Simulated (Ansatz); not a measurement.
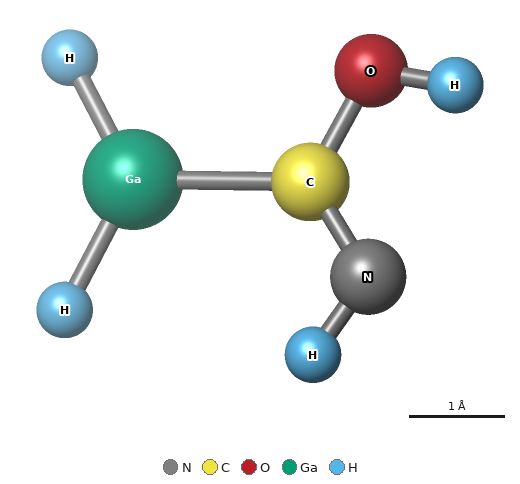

Figure 1. The input geometry (ball-and-stick view, seen at a tilt). Sticks mark near contacts. Bond lengths as drawn: C–Ga 2.00 Å, C–N 1.27 Å, C–O 1.35 Å, Ga–H 1.56 to 1.57 Å, H–N 1.02 Å and H–O 0.97 Å.

# Single-point calculation of CH₄GaNO

- system: CH₄GaNO
- method: RKS PBE0-D4/def2-TZVPP (Ansatz 0.2.0)

The geometry comes from this level: PBE0-D4/def2-TZVP.

## Input file
```yaml
crystal:
  periodic: [false, false, false]
  atoms:
    - {symbol: N, position_ang: [0.188800, 1.472726, -0.593802]}
    - {symbol: C, position_ang: [0.221604, 0.476545, 0.189874]}
    - {symbol: O, position_ang: [0.777084, 0.626450, 1.408728]}
    - {symbol: Ga, position_ang: [-0.485712, -1.351344, -0.199834]}
    - {symbol: H, position_ang: [-0.250661, 1.238721, -1.478763]}
    - {symbol: H, position_ang: [1.075494, 1.549357, 1.466300]}
    - {symbol: H, position_ang: [-1.116568, -1.494621, -1.628904]}
    - {symbol: H, position_ang: [-0.410031, -2.517825, 0.836390]}
basis:
  gaussian: {orbitals: def2-TZVPP}
hamiltonian: {xc: pbe0, dispersion: d4}
output: {orbitals: {seedname: orbitals}}
```

Hardware: 2 threads of Arm Neoverse V1, 23 GiB of memory available, shared host.

Command:
```bash
ansatz run in.yaml --threads 2 --pin off --events-out ev --progress --plain --max-ram 4352MiB
```

## What the program printed
```
Functional definition: PBE0
  name "PBE0"
  cite "Adamo & Barone, J. Chem. Phys. 110, 6158 (1999) doi:10.1063/1.478522"
  cite "Perdew, Burke & Ernzerhof, Phys. Rev. Lett. 77, 3865 (1996) doi:10.1103/PhysRevLett.77.3865"
  parent pbe
  parameter a = 0.25
  parameter kappa = 0.804
  parameter beta = 0.06672455060314922
  exchange = (1 - a)*pbe_x(kappa = kappa, mu = beta*pi^2/3) + a*exact_x
  correlation = pbe_c(beta = beta)
1135 factors; their error is unknown
mean field evaluation 1: about -56998.8332 eV, gradient 6.3e1 eV
mean field evaluation 2: about -56977.9571 eV, gradient 1.1e2 eV
mean field evaluation 4: about -57005.6309 eV, gradient 1.4e1 eV
mean field evaluation 8: about -57005.9602 eV, gradient 2.3e-1 eV
mean field evaluation 16: about -57006.1583 eV, gradient 1.5e-4 eV
mean field -57006.15832142 eV, -2094.9376781503 hartree, gradient 3.2e-5 eV, S^2 0.000000; 0 other end points of the search recorded, 0 dependent functions left out
reference -57006.15835051 eV, -2094.9376792193 hartree; 28, 28 occupied and 169, 169 virtual orbitals, 1135 factors
Total energy: -57006.28226100 eV, -2094.9422328459 hartree
```

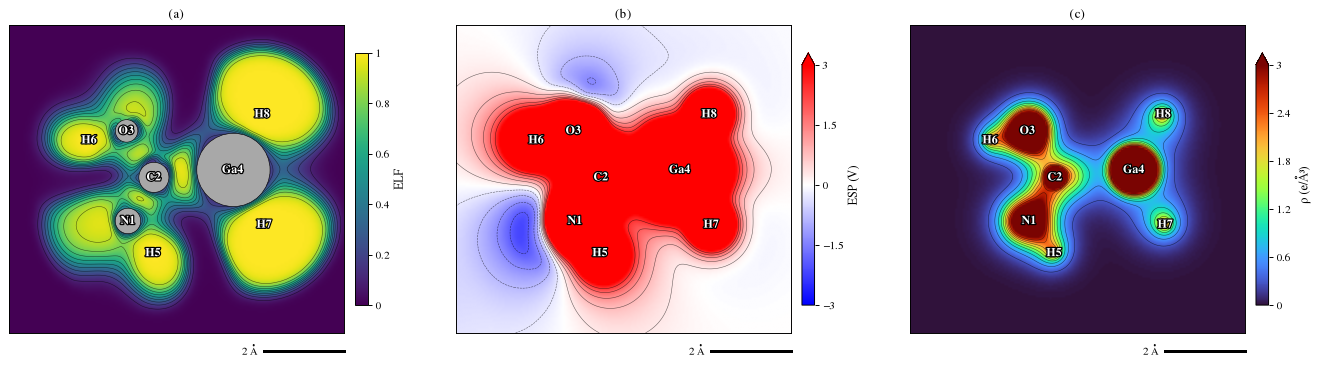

Figure 2. (a) electron localisation function; (b) electrostatic potential; (c) total electron density on the molecular plane. Grey discs, where drawn, cover atomic cores. Atoms in the plane: N, C, O, Ga and H. C–N (1.27 Å): ρ is about 2.9 e/Å³ halfway; the ELF peaks at about 0.90 between the atoms; a multiple bond by its length, whose ELF region spreads away from the axis. C–O (1.35 Å): ρ at the midpoint is about 2.4 e/Å³, with its minimum of 2 e/Å³ about 0.5 Å from C; the ELF peaks at about 0.90 between the atoms, which marks a polar covalent bond. C–Ga (2.00 Å): ρ at the midpoint is about 0.77 e/Å³; the ELF peaks at about 0.95 in the valence shell of C, 0.7 Å from its nucleus, and is about 0.60 at the midpoint. N–H (1.02 Å): ρ is about 2.9 e/Å³ halfway, with its minimum of 2.3 e/Å³ about 0.8 Å from N; the ELF climbs to about 1 towards the hydrogen; a covalent bond by its length.

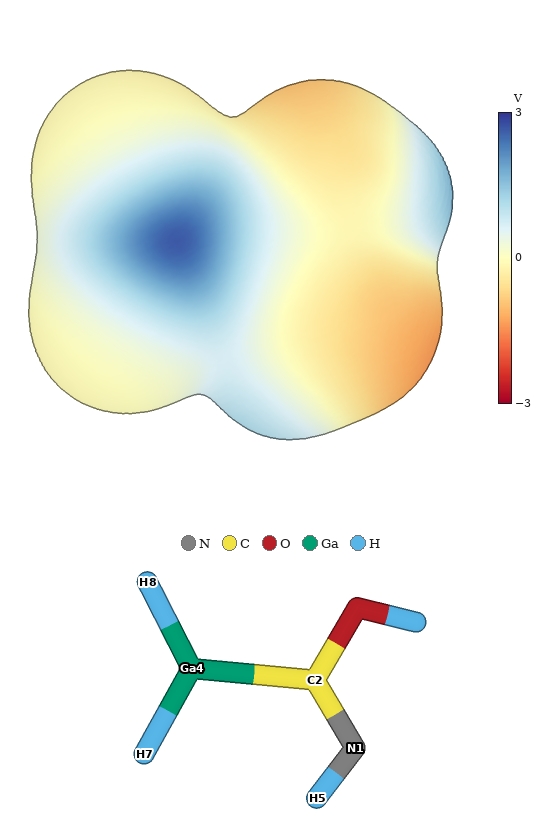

Figure 3. The molecular electrostatic potential painted on the density surface at 0.001 e/bohr³, seen at a tilt; red is negative and blue positive. The bare structure is drawn below in the same view. A positive charge is drawn to the negative regions and a negative charge to the positive ones.

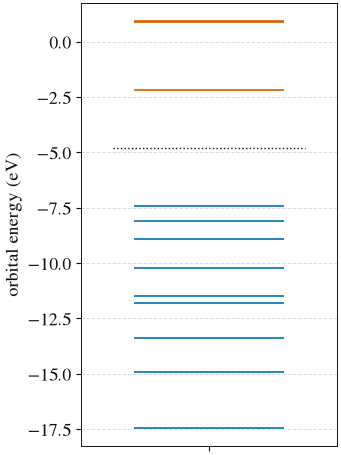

Figure 4. Orbital energies near the frontier; the dotted line parts filled from empty levels, and levels within 0.02 eV of each other stand side by side. Highest filled −7.41 eV, lowest empty −2.19 eV, 5.22 eV apart.

## Results in brief

- outcome: converged
- total energy: −57006.2823 eV
- mean-field energy: −57006.1584 eV
- dispersion energy: −0.1239 eV
- SCF solution under orbital rotations: stable
- HOMO: −7.41 eV
- LUMO: −2.19 eV
- wall time: 3.6 s (CPU time 6.9 s)
- peak memory: 0.41 GiB
